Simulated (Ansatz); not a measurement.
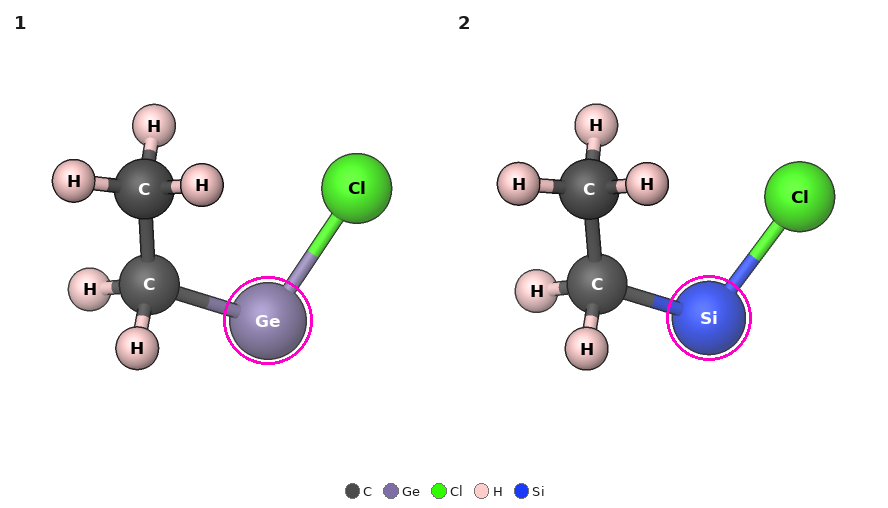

2 molecules with one skeleton, seen from the same side and at one scale; the atom that differs is circled. Charge 0, singlet. Computed geometries: PBE0-D4/def2-TZVP optimisations, one conformation each. Properties computed with Ansatz 0.2.0.

One atom differs, called X below: Ge in panel 1, Si in panel 2. Their formulas are C2H5ClGe (`C[CH2][Ge][Cl]`), C2H5ClSi (`CC[Si]Cl`).

In which is the length of X–Cl larger (PBE0-D4/def2-TZVP)?

In panel 1 (X = Ge).

In which is the dipole moment larger (r2SCAN-D4/def2-TZVPP)?

In panel 1 (X = Ge).

Give the values. With PBE0-D4/def2-TZVP: length of X–C (Å), length of X–Cl (Å), angle C–X–Cl (°). With revPBE-D4/def2-TZVPP: HOMO energy (Kohn–Sham orbital) (eV), HOMO–LUMO gap (eV). With r2SCAN-D4/def2-TZVPP: dipole moment (D).

| quantity | 1 (Ge) | 2 (Si) | 2 − 1 |
| --- | --- | --- | --- |
| length of X–C (Å) | 1.993 | 1.893 | −0.100 |
| length of X–Cl (Å) | 2.197 | 2.091 | −0.106 |
| angle C–X–Cl (°) | 99.6 | 101.5 | +1.9 |
| HOMO energy (Kohn–Sham orbital) (eV) | −5.52 | −5.42 | +0.10 |
| HOMO–LUMO gap (eV) | 2.31 | 2.33 | +0.02 |
| dipole moment (D) | 2.21 | 1.89 | −0.32 |
